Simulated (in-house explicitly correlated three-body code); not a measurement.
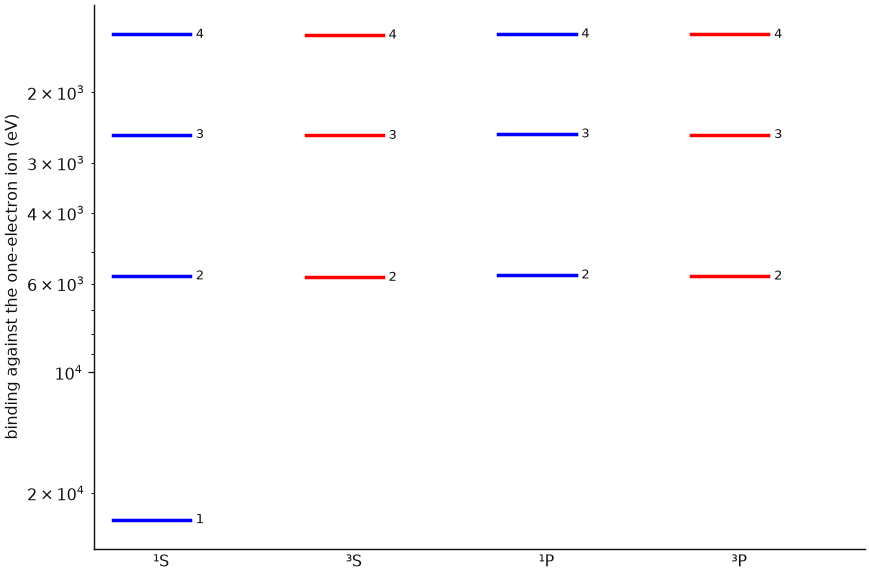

Two electrons around a point charge Z = 42 (Mo⁴⁰⁺). Computed variationally in 260 exponentially correlated functions with an in-house code, non-relativistic, converged to about 10⁻⁸ of the energy. The plot shows the bound S and P states that converged, by term and principal number n, on a logarithmic scale of binding.

Q: How do singlets and triplets lie?

A: The ground state is bound by 23.29 keV. The n = 2 states drawn run, from the deepest, 2 ³S (5787 eV), 2 ³P (5744 eV), 2 ¹S (5738 eV), 2 ¹P (5707 eV). Exchange puts 2 ³S below 2 ¹S by 48.4 eV and 2 ³P below 2 ¹P by 36.8 eV. Quantum defects n − (Z − 1)/√(2 E(binding)): 2 ³S 0.012, 2 ³P 0.005, 2 ¹S 0.004, 2 ¹P −0.002.
